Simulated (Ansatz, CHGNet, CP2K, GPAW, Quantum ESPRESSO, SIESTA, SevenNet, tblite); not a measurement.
# Running generalised stacking fault on (111) (glide set) of a Ge-Sn solid solution (48 atoms) with GPAW

Aim: run generalised stacking fault on (111) (glide set) of a Ge-Sn solid solution (48 atoms) in GPAW and see how near its forces come to a plane-wave reference, and at what cost.

Calculated with GPAW 26.7.0; the method is named at each step.

**1. Set-up**

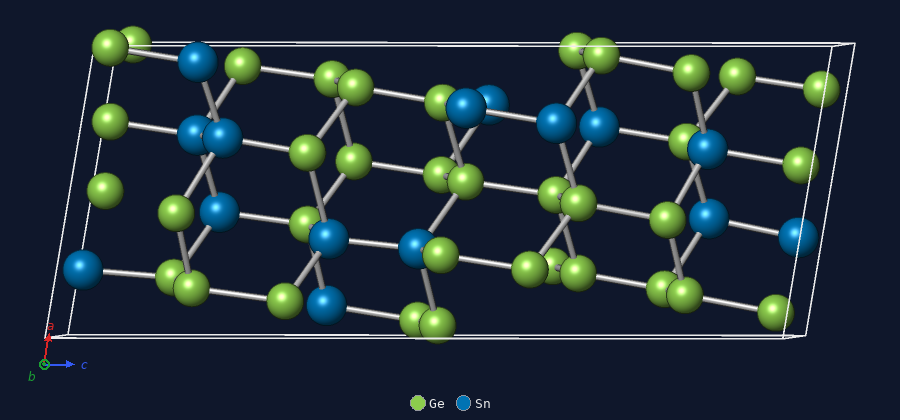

The starting structure, seen from the side, with the c axis across the page (germanium green, tin blue). Bonds to atoms that aren't drawn are left out. Some periodic images of atoms are drawn too.

The cell holds 48 atoms: 34 Ge and 14 Sn. Cell: a = 8.334 Å, b = 7.218 Å, c = 20.806 Å, α = 90.0°, β = 80.4°, γ = 90.0°. Diamond-structure Ge lattice (a = 5.8932 Å, the value set for the mixture), cell with z along [111], 2 x 1 x 2 periods; the third cell vector is tilted by 0.833 of 1/2[1-10] and lengthened by 0.1 Å, so the cell holds one fault (glide set); displaced by a Gaussian of 0.01 Å; 14 of 48 Ge sites given to Sn at random (lattice constant by Vegard's rule between Ge and Sn). Then every atom was moved at random, 0.05 Å r.m.s. a Cartesian component. The structure's axis is c.

The yardstick, on the same geometry:

```
method                 : Kohn-Sham DFT, PBE, SSSP efficiency 1.3.0 pseudopotentials, plane waves (Quantum ESPRESSO 7.5); sssp-pbe-1.3.0-efficiency, cutoffs 45/360 Ry, Γ point
r.m.s. force component : 2.277 eV/Å
longest force          : 12.82 eV/Å
pressure               : 10.05 GPa
time                   : 3.1 min on 4 MPI ranks of Arm Neoverse V1, shared host
CPU time               : 12 min
```

**2. PBE, LCAO dzp, h 0.2 Å**

Method: Kohn-Sham DFT, PBE, PAW, atomic orbitals (dzp).

File run.py:

```python
import numpy as np
from ase.io import read
from gpaw import GPAW, FermiDirac

atoms = read("structure.xyz")
atoms.calc = GPAW(
    mode="lcao",
    basis="dzp",
    h=0.2,
    xc="PBE",
    kpts={"size": (1, 1, 1), "gamma": True},
    occupations=FermiDirac(0.05),
    maxiter=200,
    symmetry={"point_group": False},
    txt="gpaw.txt",
)
energy = atoms.get_potential_energy(force_consistent=True)
forces = atoms.get_forces()
print(f"energy {energy:.6f} eV")
print("forces (eV/A)")
for i, (a, f) in enumerate(zip(atoms, forces)):
    print(f"{i:4d} {a.symbol:2s} {f[0]:10.5f} {f[1]:10.5f} {f[2]:10.5f}")
print(f"Fermi level {atoms.calc.get_fermi_level():.4f} eV")
for k in range(len(atoms.calc.get_ibz_k_points())):
    for s in range(atoms.calc.get_number_of_spins()):
        e = atoms.calc.get_eigenvalues(kpt=k, spin=s)
        n = np.searchsorted(e, atoms.calc.get_fermi_level())
        print(f"k {k} spin {s} levels about the Fermi level:", np.round(e[max(n - 6, 0):n], 4).tolist(), "|", np.round(e[n:n + 6], 4).tolist())
```

File structure.xyz:

```xyz
48
Lattice="8.33424 0.00000 0.00000 0.00000 7.21767 0.00000 3.47263 0.00000 20.51464" Properties=species:S:1:pos:R:3 pbc="T T T"
Ge 6.19927 3.60364 0.49338
Sn 6.24284 3.65301 2.97914
Sn 6.34713 6.01023 3.90004
Ge 6.33783 5.96115 6.31912
Sn 1.96446 3.63612 0.43224
Ge 2.18287 3.61728 2.98734
Ge 2.03670 5.97363 3.73777
Ge 2.12696 6.14931 6.41267
Ge 4.15704 0.04143 0.37275
Ge 4.07658 7.14275 3.05730
Sn 4.17603 2.38125 3.84814
Ge 4.25137 2.34372 6.34682
Sn 4.02428 4.79087 7.22279
Sn 4.17425 4.81281 9.75758
Ge 6.18839 1.26107 7.25008
Ge 6.22925 1.23336 9.74445
Ge 6.22120 3.57340 10.64812
Ge 6.28374 3.63114 13.23215
Ge 6.23032 6.11712 14.10956
Ge 6.18237 5.88767 16.64496
Ge 8.34686 0.02634 0.45563
Sn 8.36129 7.14427 2.95288
Ge 8.33545 2.41409 3.81100
Ge 8.40191 2.44672 6.36405
Ge 8.34014 4.76034 7.25316
Ge 8.33661 4.81613 9.74917
Sn 2.06796 1.16277 7.15715
Ge 2.08284 1.11838 9.75553
Ge 2.10835 3.61786 10.54678
Ge 10.37776 3.61194 13.13511
Ge 10.42225 5.98626 14.04391
Ge 10.37091 6.04451 16.62773
Ge 4.16698 7.16960 10.61612
Ge 4.19303 0.03789 13.16137
Ge 4.18402 2.45827 14.11202
Ge 4.15737 2.46779 16.58814
Ge 4.15156 4.83569 17.38739
Ge 4.09808 4.90758 20.00485
Sn 6.28484 1.18254 17.38226
Sn 6.18497 1.17511 19.95951
Sn 8.36043 7.20295 10.63233
Sn 8.36761 7.13618 13.20691
Sn 8.33929 2.43705 14.01150
Ge 8.34428 2.40110 16.50813
Sn 8.30051 4.79701 17.33323
Ge 8.29591 4.81707 20.00362
Ge 10.36022 1.28662 17.51478
Ge 10.39961 1.23090 19.91089
```

Launch:

```bash
$ OMP_NUM_THREADS=1 python run.py > output.txt
```

Numbers of over 12 decimals in the logs are rounded to 6 here.

The program printed:

```text
energy -170.264469 eV
forces (eV/A)
   0 Ge    4.65174   -3.62180    0.94483
   1 Sn    1.37384   -1.19336   -0.89061
   2 Sn   -3.22806    0.82977    0.28512
   3 Ge   -0.16776    0.85521    2.53317
   4 Sn    7.78584   -6.05429    4.70892
   5 Ge   -1.78595    0.63297    0.02945
   6 Ge    1.30541   -1.08045    1.65682
   7 Ge   -1.89824   -2.72939   -2.32138
   8 Ge    9.49549   -7.19627    6.21701
   9 Ge    0.57108   -0.18042   -1.44920
  10 Sn   -0.85679   -1.40250    0.25769
  11 Ge   -0.27344    0.41780    0.66147
  12 Sn    1.52147   -0.51521   -1.93776
  13 Sn    0.67646   -0.05476    1.47647
  14 Ge    1.34338   -1.02565    0.05546
  15 Ge   -0.43872    0.07272   -0.18607
  16 Ge    1.13258   -0.24172    0.72211
  17 Ge   -1.52686    1.07523   -0.78531
  18 Ge   -1.02853   -1.21928    0.49359
  19 Ge   -0.59533    0.84842   -1.29738
  20 Ge    3.68647   -2.78043    0.58536
  21 Sn    1.37365    2.37296   -0.93126
  22 Ge    1.14685    0.04758    0.75052
  23 Ge   -1.57819    0.41503   -0.77902
[...]
40 Sn   -1.11776    0.01938   -1.31338
  41 Sn   -0.24235   -0.43206    0.82117
  42 Sn    0.05543    0.29216    0.17851
  43 Ge    0.99186   -0.43964    0.76656
  44 Sn    0.19011   -0.48365    1.26112
  45 Ge   -4.60131    3.75203   -2.39187
  46 Ge    0.50185   -0.32870   -0.94847
  47 Ge   -4.31743    2.80946   -1.22802
Fermi level 5.7661 eV
k 0 spin 0 levels about the Fermi level: [5.1907, 5.3534, 5.4451, 5.5785, 5.64, 5.751] | [5.8072, 5.8366, 5.9676, 6.0445, 6.0984, 6.3243]
```

gpaw.txt:

```text
Input parameters:
  mode=LCAO(),
  basis={'default': 'dzp'},
  h=0.2,
  kpts=MonkhorstPack(size=(1, 1, 1), gamma=True),
  maxiter=200,
  occupations=Occupations(name='fermi-dirac', width=0.05, fixmagmom=False),
  symmetry=Symmetry(point_group=False),
  xc=XC(name='PBE')
Unit cell  # Å
| periodic |        x |        y |         z |   lengths |    angles |
|----------|----------|----------|-----------|-----------|-----------|
|      yes | 8.334240 | 0.000000 |  0.000000 |  8.334240 | 90.000000 |
|      yes | 0.000000 | 7.217670 |  0.000000 |  7.217670 | 80.392293 |
|      yes | 3.472630 | 0.000000 | 20.514640 | 20.806480 | 90.000000 |
Number of symmetries: 1
Symmetry operations  # r_c * U_cc + t_c -> r_c
|   | kind |            matrix            |
|---|------|------------------------------|
| 0 |  E   |  1, 0, 0,  0, 1, 0,  0, 0, 1 |
BZ-sampling:
  Number of BZ points: 1
  Number of IBZ points: 1
  Monkhorst-Pack size: [1, 1, 1]
  Monkhorst-Pack shift: [0, 0, 0]
[... lines left out ...]
  Fermi-Dirac:
[... lines left out ...]
    Stencil: 8*3+1=25 point O(h^6) finite-difference Laplacian
xc functional:
  name: PBE with 2 nearest neighbor stencil
interpolation: tri-quintic # 5. degree polynomial
Initialization done in: 8.295 s
convergence criteria:
- Maximum [total energy] change in last 3 cyles: 0.0005 eV / valence electron
- Maximum integral of absolute [dens]ity change: 0.0001 electrons / valence electron
- Maximum integral of absolute [eigenst]ate change: 4e-08 eV^2 / valence electron
maximum number of iterations: 200
SCF iterations
|iter     |      energy | eigst |  dens |
|---------|-------------|-------|-------|
|iter:   1| -171.250574 |      c|       |
|iter:   2| -171.025463 |      c| -1.22 |
|iter:   3| -181.097922 |      c| -1.25 |
|iter:   4| -215.122389 |      c| -1.17 |
[...]
|iter:   8| -170.244688 |      c| -1.63 |
|iter:   9| -170.213677 |      c| -1.94 |
|iter:  10| -170.196912c|      c| -2.24 |
|iter:  11| -170.156049c|      c| -2.32 |
|iter:  12| -170.154271c|      c| -2.69 |
[...]
|iter:  17| -170.150085c|      c| -3.45 |
|iter:  18| -170.149299c|      c| -3.42 |
|iter:  19| -170.149262c|      c| -4.23c|
Converged in 19 steps
SCF loop duration: 168.783 s (8.883 s/step)
Energy contributions relative to reference atoms: (reference = -4293469.393285)
Energy contributions:
  Kinetic:         819.580672
  Coulomb:        -712.814589
  Zero:              0.937813
  External:          0.000000
  Xc:             -277.737951
  Entropy:          -0.230415
  Spinorbit:         0.000000
  ----------------------------
  Free energy:    -170.264469
  Extrapolated:   -170.149262
dipole moment: (48.492995, 42.928580, -26.487963)  # |e|*Ang
Fermi level: 5.766
Eigenvalues  # (at kpt = [0.000, 0.000, 0.000])
| band index |      eig [eV] | occ [0-2] |
|------------|---------------|-----------|
|          0 |       -16.837 |     2.000 |
|        ... |               |           |
|        158 |         5.073 |     2.000 |
|        159 |         5.144 |     2.000 |
[...]
|        173 |         6.579 |     0.000 |
|        ... |               |           |
|        203 |         9.245 |     0.000 |
Gap: 0.056 eV
Transition (v -> c):
  (s=0, k=0, n=165, [0.00, 0.00, 0.00]) -> (s=0, k=0, n=166, [0.00, 0.00, 0.00])
No difference between direct/indirect transitions
Force computation time: 20.241  # s
timing:  # [seconds]
  Total:  197.351  # ━━━━━━━━━━━━━━━━━━━━━━━━━━━━━━━━━━━━━━━━━━━━━━━━━━━━━━━━
  Init:     8.294  # ━━╸
  SCF:    168.783  # ━━━━━━━━━━━━━━━━━━━━━━━━━━━━━━━━━━━━━━━━━━━━━━━━
  Forces:  20.241  # ━━━━━╸
```

It took 3.3 min on 1 thread of Arm Neoverse V1, shared host; peak memory 1.2 GiB.

Banners, paths, timers and routine set-up lines are dropped from the logs unmarked, and long logs keep their key lines alone; longer cuts are marked.

Compared with the plane-wave run:

```yaml
r_m_s_force_component: 2.406 eV/Å
r_m_s_difference_of_force_components: 142.1 meV/Å
longest_difference_of_force_vectors: 621.7 meV/Å
force_difference_over_r_m_s_force: 6.24 %
slope_of_forces_against_the_reference_s: 1.056
correlation_of_force_components: 0.9997
```

Length of the force difference by element (eV/Å):

```
element  atoms  mean  most
     Ge     34  0.17  0.62
     Sn     14  0.15  0.62
```

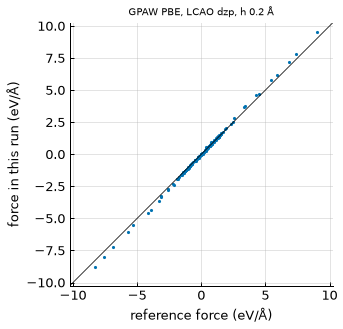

Force components against those of the reference; the line marks equality.

Local excerpt of 9 atoms (numbers count through the whole input) about Sn5, which has 3 bonded neighbours where the commonest count for Sn is 4; x, y, z are measured from there.

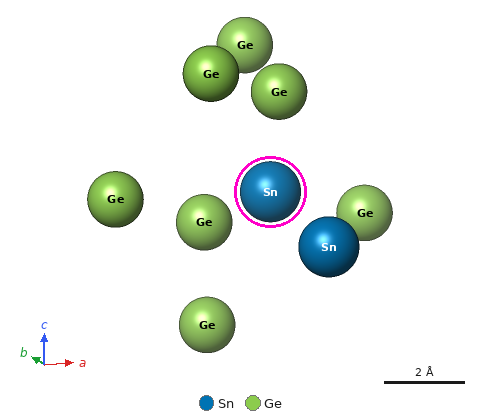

The atoms of the table, within 4.1 Å (arrows a, b, c point along x, y, z); some may hide others; the central atom is ringed.

```
atom      x      y      z  distance (Å)  bonds     Fx     Fy  Fz (eV/Å)
 Sn5   0.00   0.00   0.00          0.00      3   7.79  -6.05       4.71
Ge38  -1.34   1.27  -0.94          2.07      3  -8.01   7.16      -5.55
 Ge6   0.22  -0.02   2.56          2.56      4  -1.79   0.63       0.03
Sn40   0.75  -2.46  -0.99          2.76      3  -8.78   5.80      -3.33
Ge46   2.86   1.18  -0.94          3.23      3  -4.60   3.75      -2.39
Ge37  -1.29   1.20  -3.56          3.97      4  -1.07  -0.25       0.84
 Ge7   0.07   2.34   3.31          4.05      4   1.31  -1.08       1.66
Ge23  -1.96  -1.22   3.38          4.09      4   1.15   0.05       0.75
 Ge1  -4.10  -0.03   0.06          4.10      3   4.65  -3.62       0.94
```

Atoms are counted from 1 here, from 0 in the log.

Forces lie 6.2 % from the reference's, at 0.27 times its CPU time (on 1 against 4 cores).

**3. PBE, plane waves 450 eV**

Method: Kohn-Sham DFT, PBE, PAW, plane waves.

run.py: that of step 2 with these lines changed.

```diff
@@ -2,3 +2,4 @@
 from ase.io import read
-from gpaw import GPAW, FermiDirac
+from gpaw import GPAW, FermiDirac, PW
+from ase.parallel import parprint as print
 
@@ -6,5 +7,3 @@
 atoms.calc = GPAW(
-    mode="lcao",
-    basis="dzp",
-    h=0.2,
+    mode=PW(450),
     xc="PBE",
@@ -14,2 +13,3 @@
     symmetry={"point_group": False},
+    nbands=396,
     txt="gpaw.txt",
@@ -22,2 +22,6 @@
     print(f"{i:4d} {a.symbol:2s} {f[0]:10.5f} {f[1]:10.5f} {f[2]:10.5f}")
+stress = -atoms.get_stress(voigt=False) * 160.21766
+print("stress (GPa, compression positive)")
+for row in stress:
+    print(" ".join(f"{x:10.4f}" for x in row))
 print(f"Fermi level {atoms.calc.get_fermi_level():.4f} eV")
```

structure.xyz is that of step 2.

Launch:

```bash
$ OMP_NUM_THREADS=1 mpirun -np 2 gpaw python run.py > output.txt
```

The program printed:

```text
energy -180.227993 eV
forces (eV/A)
   0 Ge    4.39038   -3.45000    0.89198
   1 Sn    1.32508   -1.13134   -0.86245
   2 Sn   -3.09628    0.77380    0.29295
   3 Ge   -0.13082    0.84174    2.42139
   4 Sn    7.33491   -5.69844    4.48620
   5 Ge   -1.70879    0.62947    0.05596
   6 Ge    1.29560   -1.05395    1.56214
   7 Ge   -1.77828   -2.60358   -2.20591
   8 Ge    9.00094   -6.87687    5.91585
   9 Ge    0.48722   -0.17976   -1.37756
  10 Sn   -0.84028   -1.37240    0.26098
  11 Ge   -0.21187    0.40513    0.66265
[...]
43 Ge    0.98242   -0.42022    0.73597
  44 Sn    0.17900   -0.45653    1.15305
  45 Ge   -4.32278    3.59388   -2.24893
  46 Ge    0.48724   -0.30610   -0.88992
  47 Ge   -4.06313    2.67502   -1.21716
stress (GPa, compression positive)
   17.6198    -4.0211     2.8242
   -4.0211     4.0716    -3.3776
    2.8242    -3.3776     7.0324
Fermi level 5.7504 eV
k 0 spin 0 levels about the Fermi level: [5.1903, 5.3469, 5.4405, 5.5398, 5.6378, 5.734] | [5.7922, 5.8223, 5.9285, 6.0067, 6.0567, 6.2865]
```

gpaw.txt:

```text
Input parameters:
  mode=PW(ecut=450.000000),
  kpts=MonkhorstPack(size=(1, 1, 1), gamma=True),
  maxiter=200,
  nbands=396,
  occupations=Occupations(name='fermi-dirac', width=0.05, fixmagmom=False),
  symmetry=Symmetry(point_group=False),
  xc=XC(name='PBE')
[... lines left out ...]
  Converge bands: occupied
[... lines left out ...]
  Fermi-Dirac:
[... lines left out ...]
convergence criteria:
- Maximum [total energy] change in last 3 cyles: 0.0005 eV / valence electron
[... lines left out ...]
Converged in 20 steps
[... lines left out ...]
  Free energy:    -180.227993
[... lines left out ...]
Fermi level: 5.750
[... lines left out ...]
|------------|---------------|-----------|
|          0 |       -16.746 |     2.000 |
|        ... |               |           |
|        158 |         5.074 |     2.000 |
|        159 |         5.122 |     2.000 |
[...]
|        ... |               |           |
[...]
Gap: 0.058 eV
Transition (v -> c):
  (s=0, k=0, n=165, [0.00, 0.00, 0.00]) -> (s=0, k=0, n=166, [0.00, 0.00, 0.00])
No difference between direct/indirect transitions
Force computation time: 3.660  # s
Stress tensor  # eV/Ang^3
|         x |         y |         z |
|-----------|-----------|-----------|
[...]
|  0.025098 | -0.025413 |  0.021082 |
| -0.017627 |  0.021082 | -0.043893 |
Stress computation time: 15.697  # s
```

It took 3.8 min on 2 MPI ranks; peak memory 1.2 GiB; 7.6 min of CPU time.

Compared with the plane-wave run:

| Property | Result |
| --- | --- |
| r.m.s. force component | 2.283 eV/Å |
| r.m.s. difference of force components | 44.71 meV/Å |
| longest difference of force vectors | 255.7 meV/Å |
| force difference over r.m.s. force | 1.964 % |
| slope of forces against the reference's | 1.002 |
| correlation of force components | 0.9998 |
| pressure | 9.575 GPa |
| pressure difference | -0.4721 GPa |

Against the first run (6.2 %), the force difference from the reference is 2.0 %, at 2.3 times the CPU time (on 2 against 1 cores).

The run ends at a pressure of 9.57 GPa, with forces up to 13 eV/Å.

**4. PBE, LCAO dzp, h 0.2 Å, other mixer settings**

Method: Kohn-Sham DFT, PBE, PAW, atomic orbitals (dzp).

run.py: that of step 3 with these lines changed.

```diff
@@ -2,4 +2,3 @@
 from ase.io import read
-from gpaw import GPAW, FermiDirac, PW
-from ase.parallel import parprint as print
+from gpaw import GPAW, FermiDirac, Mixer
 
@@ -7,3 +6,5 @@
 atoms.calc = GPAW(
-    mode=PW(450),
+    mode="lcao",
+    basis="dzp",
+    h=0.2,
     xc="PBE",
@@ -11,5 +12,5 @@
     occupations=FermiDirac(0.05),
+    mixer=Mixer(0.03, 7, 100),
     maxiter=200,
     symmetry={"point_group": False},
-    nbands=396,
     txt="gpaw.txt",
@@ -22,6 +23,2 @@
     print(f"{i:4d} {a.symbol:2s} {f[0]:10.5f} {f[1]:10.5f} {f[2]:10.5f}")
-stress = -atoms.get_stress(voigt=False) * 160.21766
-print("stress (GPa, compression positive)")
-for row in stress:
-    print(" ".join(f"{x:10.4f}" for x in row))
 print(f"Fermi level {atoms.calc.get_fermi_level():.4f} eV")
```

structure.xyz is that of step 3.

Launch:

```bash
$ OMP_NUM_THREADS=1 python run.py > output.txt
```

The program printed:

```text
energy -170.264470 eV
forces (eV/A)
   0 Ge    4.64431   -3.62397    0.94254
   1 Sn    1.37443   -1.19735   -0.88792
   2 Sn   -3.22868    0.83419    0.29210
   3 Ge   -0.16608    0.85455    2.53498
   4 Sn    7.77740   -6.05214    4.71428
   5 Ge   -1.79270    0.63370    0.04062
   6 Ge    1.31074   -1.08059    1.65958
   7 Ge   -1.89970   -2.73121   -2.32448
   8 Ge    9.49190   -7.19919    6.21801
   9 Ge    0.56358   -0.18489   -1.44666
  10 Sn   -0.86320   -1.40355    0.26552
  11 Ge   -0.27044    0.41359    0.66367
[...]
43 Ge    0.99588   -0.44502    0.76783
  44 Sn    0.19102   -0.48745    1.25336
  45 Ge   -4.59490    3.75692   -2.38898
  46 Ge    0.50275   -0.32885   -0.95809
  47 Ge   -4.30992    2.81178   -1.22644
Fermi level 5.7661 eV
k 0 spin 0 levels about the Fermi level: [5.1908, 5.3535, 5.4452, 5.5784, 5.6401, 5.7509] | [5.8073, 5.8367, 5.9676, 6.0445, 6.0984, 6.3242]
```

gpaw.txt:

```text
Input parameters:
  mode=LCAO(),
  basis={'default': 'dzp'},
  h=0.2,
  kpts=MonkhorstPack(size=(1, 1, 1), gamma=True),
  maxiter=200,
  mixer=Pulay(name='pulay', nmaxold=7, beta=0.03, weight=100, sigma=0.015, g_ss=None),
  occupations=Occupations(name='fermi-dirac', width=0.05, fixmagmom=False),
[... lines left out ...]
  Fermi-Dirac:
[... lines left out ...]
convergence criteria:
- Maximum [total energy] change in last 3 cyles: 0.0005 eV / valence electron
[... lines left out ...]
Converged in 21 steps
[... lines left out ...]
  Free energy:    -170.264470
[... lines left out ...]
Fermi level: 5.766
[... lines left out ...]
|          0 |       -16.836 |     2.000 |
|        ... |               |           |
|        158 |         5.073 |     2.000 |
|        159 |         5.144 |     2.000 |
[...]
|        173 |         6.579 |     0.000 |
|        ... |               |           |
|        203 |         9.245 |     0.000 |
Gap: 0.056 eV
Transition (v -> c):
  (s=0, k=0, n=165, [0.00, 0.00, 0.00]) -> (s=0, k=0, n=166, [0.00, 0.00, 0.00])
No difference between direct/indirect transitions
Force computation time: 19.705  # s
timing:  # [seconds]
  Total:  215.189  # ━━━━━━━━━━━━━━━━━━━━━━━━━━━━━━━━━━━━━━━━━━━━━━━━━━━━━━━━
  Init:     8.370  # ━━
  SCF:    187.083  # ━━━━━━━━━━━━━━━━━━━━━━━━━━━━━━━━━━━━━━━━━━━━━━━━╸
  Forces:  19.705  # ━━━━━
```

Run time: 3.6 min. Hardware: 1 thread; peak memory 1.1 GiB.

Numbers from this run, and their distance from the reference:

```
r.m.s. force component                          : 2.405 eV/Å
r.m.s. difference of force components           : 141.1 meV/Å
longest difference of force vectors             : 616.7 meV/Å
force difference over r.m.s. force              : 6.198 %
slope of forces against the reference's         : 1.056
correlation of force components                 : 0.9997
energy less the same-level run's                : 0 meV/atom
r.m.s. force difference from the same-level run : 4.131 meV/Å
```

Against the first run (6.2 %), the force difference from the reference is 6.2 %, at 1.1 times the CPU time: another solver or mixer reaches the same state.

(Continued in part 2 of 2.)

[Also dropped from logs without a mark: logging warnings of Python, and SIESTA's first energy breakdown and zero terms.]

[Logs are printed without paths, hosts, clocks, repeated set-up lines and the standing remarks that a program may print on its own settings, such as how far it seeks lower states.]

[Hosts, paths, dates, database ids (printed as entryN), source tags and the programs' standing remarks are cut or masked in the printed files.]
